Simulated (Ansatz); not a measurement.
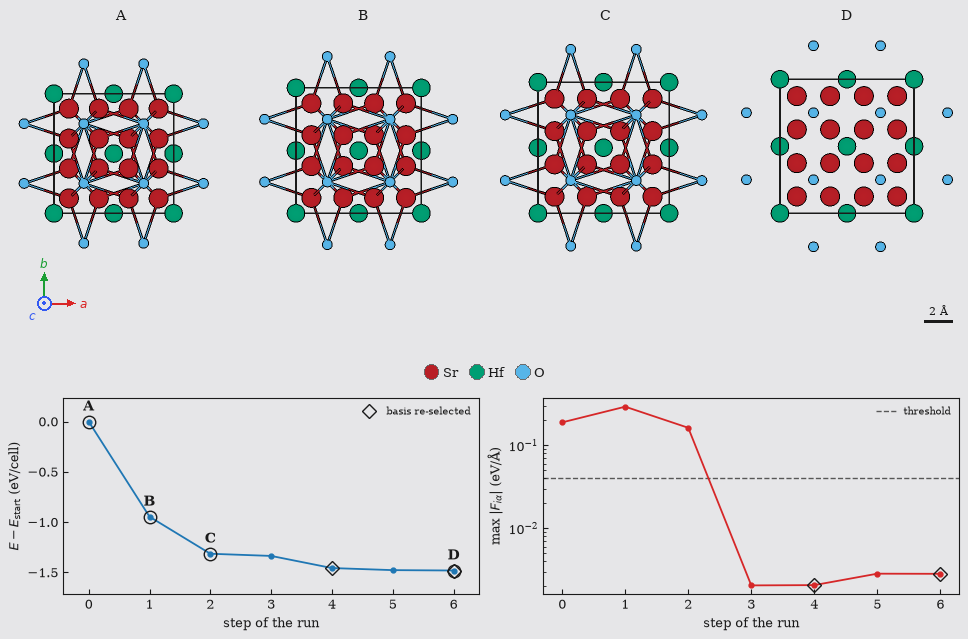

Frames of a relaxation of a crystal of Sr4HfO (a generated structure, set up in F-43m) (coarse preliminary run), marked on the history of the run. A ball-and-stick model of the conventional cell (4 times the calculation's cell), seen along the c axis. Lengths and directions refer to the drawn axes.

The calculation used Ansatz 0.2.0, DFT PBE, scalar-relativistic, plane waves, PAW. (plane-wave cutoff 420 eV; k-point mesh 4 × 4 × 4; occupations gaussian; smearing width 0.1 eV; no spin polarisation; cell and atoms relaxed; force threshold 0.04 eV/Å; at most 70 steps)

Q: What happens along the run?

A: The largest moves relative to the cell, 0.014 Å, are those of Sr atoms. Hf and O stay in place. The drawn cell changes as follows: a = b = c 8.714 → 9.768 Å (+12.1 %); the volume changes by +40.9 %. Some distances before and after: O–Sr 3.612 → 4.052 Å, Sr–Sr 3.080 → 3.476 Å, Sr–Sr 3.081 → 3.431 Å. The space group stays F-43m (No. 216). The energy falls by 1.480 eV per cell of the calculation in 4 accepted moves (6 points after the start). Largest force component: 0.19 eV/Å at the start, 0.0028 eV/Å at the end. Pressure: 9.03 GPa at the start and 0.23 GPa at the end. At 2 points the geometry stayed and the basis and grid were re-selected for the new cell (energy shift of 0.121 eV per cell of the calculation at most each time). Cost: 60 s on 1 thread of Intel(R) Xeon(R) Processor @ 2.70GHz, on a shared host, peak memory 0.48 GiB. From step 0 to 1: Sr atoms move most (0.03 Å), volume +15.4 %, energy −0.946 eV per cell of the calculation. From step 1 to 2: Sr atoms move most (0.06 Å), volume +14.3 %, energy −0.368 eV per cell of the calculation. From step 2 to 6: volume +6.8 %, energy −0.167 eV per cell of the calculation.
